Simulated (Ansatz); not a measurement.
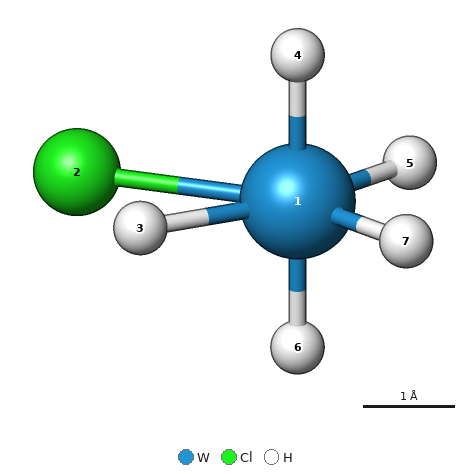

*The structure as given in the input (ball-and-stick view, seen at a tilt; atoms are numbered from 1 in the order of the input). Sticks mark near contacts.*

**Geometry relaxation of WH5Cl**

WH5Cl, computed with RKS B3LYP-D4/def2-SVP (Ansatz 0.2.0).

The input holds or restrains some coordinates. Forces given for the steps count only the free coordinates. It belongs to a series of runs on one base structure; here: pulled along the bonds that form and break, towards end A. Figures and captions count atoms from 1; the log counts them from 0 in places.

**Input**
```yaml
crystal:
  periodic: [false, false, false]
  atoms:
    - { symbol: W, position_ang: [0.0, 0.0, 0.0] }
    - { symbol: Cl, position_ang: [1.1194, 0.0, 2.3356] }
    - { symbol: H, position_ang: [1.8219, 0.0, 0.6057] }
    - { symbol: H, position_ang: [0.0, 1.72, 0.0] }
    - { symbol: H, position_ang: [-1.72, 0.0, 0.0] }
    - { symbol: H, position_ang: [0.0, -1.72, 0.0] }
    - { symbol: H, position_ang: [0.0, 0.0, -1.72] }
basis:
  gaussian: { orbitals: def2-SVP }
hamiltonian:
  xc: b3lyp
  dispersion: d4
relax:
  f_tol: 0.15
  max_steps: 25
  restrain:
    - { distance: [1, 2], at: 2.57, k: 30.0 }
    - { distance: [0, 1], at: 2.39, k: 30.0 }
    - { distance: [0, 2], at: 1.72, k: 30.0 }
output:
  orbitals: {}
```

Launched with:
```bash
ansatz run input.yaml --threads 1 --pin off --max-ram 2048MiB --backend cpu --events-out ev --progress --plain --runs-dir out
```

**What the program printed**
```
The last accepted step is kept in [file] (removed where the run ends without a failure and the disk answers)
Engine: ansatz 0.2.0, aarch64-unknown-linux-gnu
Functional definition: B3LYP
  parameter a0 = 0.2
  parameter ax = 0.72
  parameter ac = 0.81
  exchange = (1 - a0 - ax)*slater_x + ax*b88_x + a0*exact_x
  correlation = (1 - ac)*vwn_rpa_c + ac*lyp_c
804 factors; integrals over basis functions are off by at most 2.6e-4 eV
mean field evaluation 1: about -14415.6840 eV, gradient 2.5e1 eV
mean field evaluation 2: about -14402.2006 eV, gradient 6.3e1 eV
mean field evaluation 4: about -14416.9729 eV, gradient 1.8e1 eV
mean field evaluation 8: about -14417.6319 eV, gradient 1.3e1 eV
mean field evaluation 16: about -14419.1604 eV, gradient 2.6e-4 eV
mean field evaluation 32: about -14406.0595 eV, gradient 3.6e1 eV
mean field evaluation 64: about -14416.6361 eV, gradient 1.1e1 eV
mean field evaluation 96: about -14418.3279 eV, gradient 7.2e-5 eV
mean field evaluation 128: about -14418.3277 eV, gradient 1.1e-1 eV
mean field evaluation 160: about -14419.0636 eV, gradient 6.9e-1 eV
mean field -14419.16041605 eV, -529.8943716319 hartree, gradient 1.4e-5 eV, S^2 0.000000; 3 other end points of the search recorded, 0 dependent functions left out
the calculation of the forces begins
reference -14419.16070020 eV, -529.8943820741 hartree; 18, 18 occupied and 57, 57 virtual orbitals, 804 factors
WARN: the results are in doubt because the forces break the atoms' symmetry
relax step   1: F+E_penalty+E_count = -14419.39395084 eV  Δ(F+E_penalty+E_count) = +0.000e0 eV  max|allowed force component| = 3.750e0 eV/Å  E_restraint = 8.61069463 eV  max|allowed force component, restraints' pulls added| = 2.160e1 eV/Å  Δτ_max = 0.0000 Å  (682 SCF iters, accepted)
  distance Cl 1 - H 2 = 1.8671 Å
  distance W 0 - Cl 1 = 2.5900 Å
  distance W 0 - H 2 = 1.9199 Å
these checks for a lower state are left out or cut short: starts, cluster_reference, orbital_swaps, neighbouring_geometries, increment
804 factors; integrals over basis functions are off by at most 3.6e-4 eV
mean field -14420.54309519 eV, -529.9451841532 hartree, gradient 2.0e-5 eV, S^2 0.000000; 0 other end points of the search recorded, 0 dependent functions left out
[... from here on the field's lines of each further geometry are left out, up to the last ...]
relax step   2: F+E_penalty+E_count = -14420.77502685 eV  Δ(F+E_penalty+E_count) = -1.381e0 eV  max|allowed force component| = 6.344e0 eV/Å  E_restraint = 2.53501152 eV  max|allowed force component, restraints' pulls added| = 1.270e1 eV/Å  Δτ_max = 0.1949 Å  (57 SCF iters, accepted)
relax step   3: F+E_penalty+E_count = -14422.67004751 eV  Δ(F+E_penalty+E_count) = -1.895e0 eV  max|allowed force component| = 3.778e0 eV/Å  E_restraint = 0.26420836 eV  max|allowed force component, restraints' pulls added| = 4.503e0 eV/Å  Δτ_max = 0.1945 Å  (49 SCF iters, accepted)
relax step   4: F+E_penalty+E_count = -14424.12191500 eV  Δ(F+E_penalty+E_count) = -1.452e0 eV  max|allowed force component| = 1.914e0 eV/Å  E_restraint = 0.11457325 eV  max|allowed force component, restraints' pulls added| = 2.506e0 eV/Å  Δτ_max = 0.1949 Å  (41 SCF iters, accepted)
relax step   5: F+E_penalty+E_count = -14424.94284790 eV  Δ(F+E_penalty+E_count) = -8.209e-1 eV  max|allowed force component| = 1.370e0 eV/Å  E_restraint = 0.04533702 eV  max|allowed force component, restraints' pulls added| = 9.820e-1 eV/Å  Δτ_max = 0.1950 Å  (39 SCF iters, accepted)
relax step   6: F+E_penalty+E_count = -14425.42763988 eV  Δ(F+E_penalty+E_count) = -4.848e-1 eV  max|allowed force component| = 8.664e-1 eV/Å  E_restraint = 0.03765152 eV  max|allowed force component, restraints' pulls added| = 1.116e0 eV/Å  Δτ_max = 0.1974 Å  (37 SCF iters, accepted)
relax step   7: F+E_penalty+E_count = -14425.60440344 eV  Δ(F+E_penalty+E_count) = -1.768e-1 eV  max|allowed force component| = 1.108e0 eV/Å  E_restraint = 0.02753107 eV  max|allowed force component, restraints' pulls added| = 9.326e-1 eV/Å  Δτ_max = 0.1997 Å  (32 SCF iters, accepted)
relax step   8: F+E_penalty+E_count = -14425.78551307 eV  Δ(F+E_penalty+E_count) = -1.811e-1 eV  max|allowed force component| = 1.316e0 eV/Å  E_restraint = 0.02385932 eV  max|allowed force component, restraints' pulls added| = 5.757e-1 eV/Å  Δτ_max = 0.1997 Å  (32 SCF iters, accepted)
relax step   9: F+E_penalty+E_count = -14425.92545876 eV  Δ(F+E_penalty+E_count) = -1.399e-1 eV  max|allowed force component| = 1.298e0 eV/Å  E_restraint = 0.02809632 eV  max|allowed force component, restraints' pulls added| = 8.772e-1 eV/Å  Δτ_max = 0.1949 Å  (32 SCF iters, accepted)
relax step  10: F+E_penalty+E_count = -14426.08735797 eV  Δ(F+E_penalty+E_count) = -1.619e-1 eV  max|allowed force component| = 9.564e-1 eV/Å  E_restraint = 0.03474301 eV  max|allowed force component, restraints' pulls added| = 1.853e-1 eV/Å  Δτ_max = 0.1985 Å  (37 SCF iters, accepted)
the calculation of the forces begins
reference -14425.86218396 eV, -530.1406570601 hartree; 18, 18 occupied and 57, 57 virtual orbitals, 804 factors
relax step  11: F+E_penalty+E_count = -14426.09878027 eV  Δ(F+E_penalty+E_count) = -1.142e-2 eV  max|allowed force component| = 1.215e0 eV/Å  E_restraint = 0.03639097 eV  max|allowed force component, restraints' pulls added| = 9.672e-2 eV/Å  Δτ_max = 0.0548 Å  (30 SCF iters, accepted)
  distance Cl 1 - H 2 = 2.5804 Å
  distance W 0 - Cl 1 = 2.3489 Å
  distance W 0 - H 2 = 1.6950 Å
804 factors; integrals over basis functions are off by at most 6.7e-4 eV
mean field evaluation 256: about -14425.8352 eV, gradient 1.1e-1 eV
```

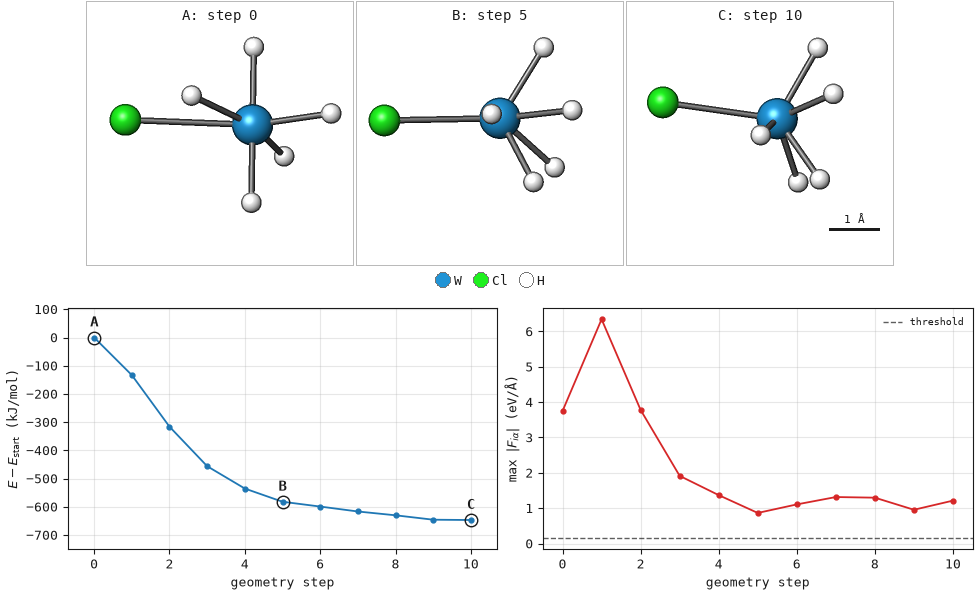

*Frames of the restrained relaxation (ball-and-stick view, seen at a tilt) above the curves, on which the letters mark them (the first geometry is step 0 here and step 1 in the log).*

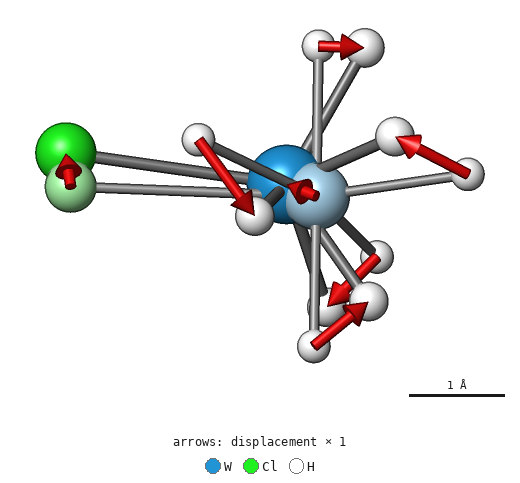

*Start (faint) and end (solid) with the displacements as red arrows, at true length (ball-and-stick view, seen at a tilt). The two geometries are laid on each other by the best rigid fit.*

The atom that moves furthest after the best rigid fit is H3 (1.00 Å). Largest moves by element: H 1.00 Å, Cl 0.43 Å, W 0.41 Å. Among the contacts that change: W1–Cl2 2.590 → 2.349 Å, W1–H3 1.920 → 1.695 Å, W1–H6 1.720 → 1.674 Å, W1–H7 1.720 → 1.675 Å. Among the angles that change: H4–W1–H6 180.0° → 118.1°, H3–W1–H7 108.4° → 63.4°, H3–W1–H5 161.6° → 118.4°. After 10 geometry steps the energy has fallen by 646.9 kJ/mol. The largest force component goes from 3.8 to 1.2 eV/Å. (Atoms are counted from 1 in the order of the input.)

```
mean field -14425.86190814 eV, -530.1406469238 hartree, gradient 2.6e-5 eV, S^2 0.000000; 1 other end points of the search recorded, 0 dependent functions left out
the calculation of the forces begins
reference -14425.86218396 eV, -530.1406570601 hartree; 18, 18 occupied and 57, 57 virtual orbitals, 804 factors
Total energy: -14426.09905609 eV, -530.1493619502 hartree
Atom 0 at    -0.037538     0.181703     0.361751 Å, force     1.214656    -0.363456     0.900925 eV/Å
Atom 1 at     0.995029     0.248452     2.470434 Å, force    -0.577843     0.081187    -0.777755 eV/Å
Atom 2 at     1.367436    -0.733311     0.113368 Å, force    -0.548949     0.297576    -0.170065 eV/Å
Atom 3 at    -0.140182     1.727579    -0.342499 Å, force    -0.028449     0.011282     0.014594 eV/Å
Atom 4 at    -1.531868    -0.625105     0.388010 Å, force    -0.066201    -0.008391     0.031933 eV/Å
Atom 5 at    -0.148213    -1.151550    -0.645182 Å, force    -0.009900     0.011990    -0.014203 eV/Å
Atom 6 at     0.716636     0.352232    -1.124582 Å, force     0.016686    -0.030188     0.014572 eV/Å
Dipole moment:    -0.218174     0.121218    -0.011914 e Å
```

**Trajectory as extended XYZ (Å, eV, eV/Å), 11 frames, from step=1 to step=11**
```
7
Properties=species:S:1:pos:R:3:forces:R:3 step=1 energy=-14419.39395
W     0.0000    0.0000    0.0000    1.8039   3.7501   2.9496
Cl    1.1194    0.0000    2.3356   -0.7127   0.3935  -1.0565
H     1.8219    0.0000    0.6057   -0.1078  -2.0652  -0.1678
H     0.0000    1.7200    0.0000   -0.4269   1.6218  -1.1706
H    -1.7200    0.0000    0.0000   -0.5104  -2.0803   0.6698
H     0.0000   -1.7200    0.0000   -0.5756  -1.3143  -1.2833
H     0.0000    0.0000   -1.7200    0.5294  -0.3056   0.0589
7
Properties=species:S:1:pos:R:3:forces:R:3 step=2 energy=-14420.77503
W     0.0758    0.0533    0.1009    1.5858   2.1601   6.3442
Cl    1.0096    0.0074    2.4359   -1.1777   0.2440  -2.0575
H     1.8589   -0.0377    0.4181    0.4564  -1.9599  -1.6968
H    -0.0067    1.7534   -0.0201   -1.1076   1.0689  -1.8109
H    -1.7179   -0.0376    0.0138    0.1452  -1.6438  -0.3594
H    -0.0093   -1.7340   -0.0220   -0.8511   0.1514  -1.5928
H     0.0109   -0.0049   -1.7053    0.9490  -0.0208   1.1733
7
Properties=species:S:1:pos:R:3:forces:R:3 step=3 energy=-14422.67005
W     0.1262    0.0844    0.2862   -0.1063   0.1970   3.7785
Cl    0.9356    0.0221    2.5016   -0.5029   0.0834  -1.3875
H     1.9097   -0.0914    0.2420   -0.3314  -0.9867  -1.6183
H    -0.0484    1.7666   -0.0778   -0.6691  -0.1167  -1.2882
H    -1.7073   -0.0719   -0.0134    1.2162  -0.6948  -0.6866
H    -0.0372   -1.7113   -0.0701   -0.3654   1.3549  -0.8580
H     0.0427    0.0014   -1.6471    0.7589   0.1630   2.0601
7
Properties=species:S:1:pos:R:3:forces:R:3 step=4 energy=-14424.12191
W     0.0951    0.0940    0.4215   -0.1805   0.2171   0.9056
Cl    0.9820    0.0275    2.5679   -0.2550   0.0243  -0.5004
H     1.8199   -0.1560    0.1160   -0.7951  -0.5772  -1.0044
H    -0.0986    1.7223   -0.1842   -0.1511  -0.6613  -0.6127
H    -1.6194   -0.1131   -0.0987    1.0306  -0.4729  -0.3204
H    -0.0605   -1.5972   -0.1383   -0.0176   1.3266  -0.3821
H     0.1028    0.0225   -1.4629    0.3687   0.1434   1.9143
7
Properties=species:S:1:pos:R:3:forces:R:3 step=5 energy=-14424.94285
W     0.0616    0.1404    0.4531   -0.0694   0.2809   1.3698
Cl    1.0377    0.0225    2.5894   -0.3380   0.0411  -0.4826
H     1.6984   -0.2347    0.0781   -0.5912  -0.5716  -0.7792
H    -0.1144    1.6899   -0.2805    0.0753  -0.3650  -0.4354
H    -1.5415   -0.2004   -0.1352    0.4396  -0.5131  -0.0972
H    -0.0677   -1.4582   -0.2096    0.2024   0.9820  -0.2029
H     0.1471    0.0405   -1.2739    0.2812   0.1457   0.6276
7
Properties=species:S:1:pos:R:3:forces:R:3 step=6 energy=-14425.42764
W    -0.0071    0.2136    0.5019    0.6701  -0.3279   0.2037
Cl    1.0727    0.0126    2.5949   -0.4887   0.1074  -0.4382
H     1.5507   -0.3634    0.0540   -0.8664   0.0296  -0.1750
H    -0.0681    1.6795   -0.3924    0.2352  -0.1393   0.0379
H    -1.5130   -0.3527   -0.1111    0.1260  -0.3290   0.3990
H    -0.0035   -1.2889   -0.2703    0.1042   0.5469   0.0667
H     0.1896    0.0993   -1.1557    0.2197   0.1123  -0.0942
7
Properties=species:S:1:pos:R:3:forces:R:3 step=7 energy=-14425.60440
W    -0.0615    0.2467    0.4916    1.1076  -0.4649   0.1132
Cl    1.0435    0.0309    2.5681   -0.5602   0.1363  -0.5334
H     1.4602   -0.3949    0.0355   -0.7987   0.2009   0.0572
H     0.0597    1.6995   -0.4153    0.0106  -0.0734   0.2063
H    -1.5115   -0.5228   -0.0065    0.0161  -0.0816   0.4182
H    -0.0033   -1.2123   -0.3126    0.0119   0.2117   0.0501
H     0.2343    0.1530   -1.1395    0.2127   0.0711  -0.3116
7
Properties=species:S:1:pos:R:3:forces:R:3 step=8 energy=-14425.78551
W    -0.0575    0.2425    0.4496    1.3160  -0.6560   0.1288
Cl    1.0175    0.0767    2.5430   -0.5799   0.2454  -0.6302
H     1.4222   -0.5009    0.0525   -0.7350   0.1125   0.1381
H    -0.0060    1.7066   -0.4214   -0.1316   0.1440   0.2054
H    -1.5303   -0.5696    0.1467   -0.0196  -0.0580   0.3838
H    -0.0425   -1.1863   -0.4005   -0.0766   0.1119  -0.0793
H     0.4179    0.2310   -1.1487    0.2267   0.1002  -0.1466
7
Properties=species:S:1:pos:R:3:forces:R:3 step=9 energy=-14425.92546
W    -0.0631    0.2517    0.4034    1.2982  -1.2272   0.0971
Cl    0.9759    0.1297    2.5091   -0.5617   0.2890  -0.7150
H     1.3720   -0.5998    0.0750   -0.6803   0.2943   0.1188
H    -0.0022    1.7575   -0.4009   -0.3013   0.0440   0.1460
H    -1.5335   -0.6786    0.3082    0.3375   0.5030   0.2190
H    -0.0780   -1.1379   -0.4968   -0.1441  -0.0586  -0.1625
H     0.5501    0.2774   -1.1767    0.0518   0.1555   0.2966
7
Properties=species:S:1:pos:R:3:forces:R:3 step=10 energy=-14426.08736
W    -0.0218    0.1948    0.3536    0.9290  -0.4998   0.9564
Cl    0.9702    0.2372    2.4836   -0.5201   0.1070  -0.8344
H     1.3766   -0.7371    0.1287   -0.5089   0.3336  -0.2577
H    -0.1431    1.7392   -0.3577    0.0210  -0.0093   0.0211
H    -1.4962   -0.6534    0.4186   -0.0441   0.1498   0.0197
H    -0.1918   -1.1259   -0.6590    0.1451  -0.0382  -0.0256
H     0.7273    0.3452   -1.1466   -0.0220  -0.0432   0.1206
7
Properties=species:S:1:pos:R:3:forces:R:3 step=11 energy=-14426.09878
W    -0.0375    0.1817    0.3618    1.2147  -0.3635   0.9009
Cl    0.9950    0.2485    2.4704   -0.5778   0.0812  -0.7778
H     1.3674   -0.7333    0.1134   -0.5489   0.2976  -0.1701
H    -0.1402    1.7276   -0.3425   -0.0284   0.0113   0.0146
H    -1.5319   -0.6251    0.3880   -0.0662  -0.0084   0.0319
H    -0.1482   -1.1516   -0.6452   -0.0099   0.0120  -0.0142
H     0.7166    0.3522   -1.1246    0.0167  -0.0302   0.0146
```

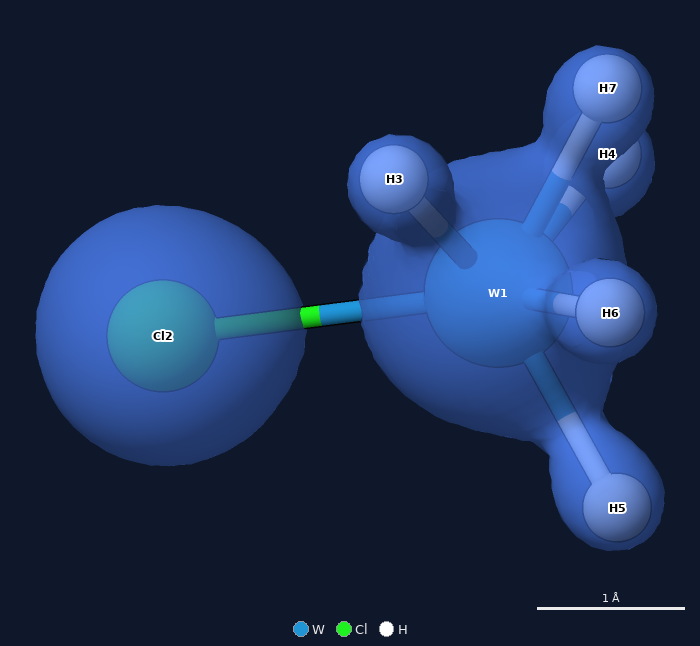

*Isosurface of the total electron density at 0.8 e/Å³ (blue), seen at a tilt.*

At this value the surface falls into two separate pieces. It is pinched off along the W–Cl (2.35 Å) contacts. On the grid the lowest density along these lines, outside the cores, is 0.59 e/Å³ (W–Cl, 2.35 Å) and 0.98 e/Å³ (W–H, 1.67 Å).

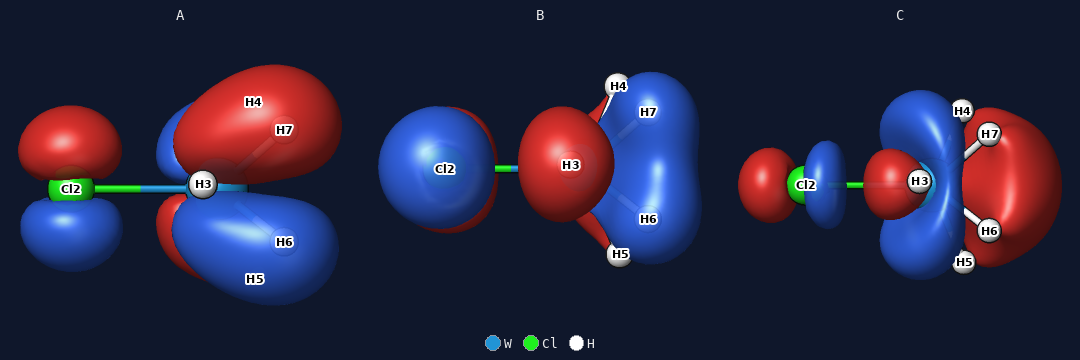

*Three frontier orbitals at ±0.1 Å⁻³ᐟ² (blue and red are the two phases).*

A is the HOMO−1 (−8.72 eV). Its weight (Hirshfeld) is mainly on W1 (45 %), H6 (15 %), H7 (15 %) and Cl2 (15 %). B is the HOMO (−8.14 eV). Its weight (Hirshfeld) is mainly on Cl2 (35 %), W1 (35 %) and H3 (10 %). C is the LUMO (−3.51 eV). Its weight (Hirshfeld) is mainly on W1 (70 %) and Cl2 (10 %). The HOMO–LUMO gap is 4.63 eV between the orbital energies.

**Key numbers**

```json
{"quantity": "outcome", "value": "converged under the restraints of the input"}
{"quantity": "total energy", "value": "−14426.0991 eV"}
{"quantity": "mean-field energy", "value": "−14425.8622 eV"}
{"quantity": "largest force (length of the vector) at the end, held atoms and coordinates included", "value": "1.555 eV/Å"}
{"quantity": "hardware", "value": "1 thread of Arm Neoverse V1, 24 GiB of memory available, shared host"}
{"quantity": "wall time", "value": "70 s"}
{"quantity": "peak memory", "value": "0.17 GiB"}
```
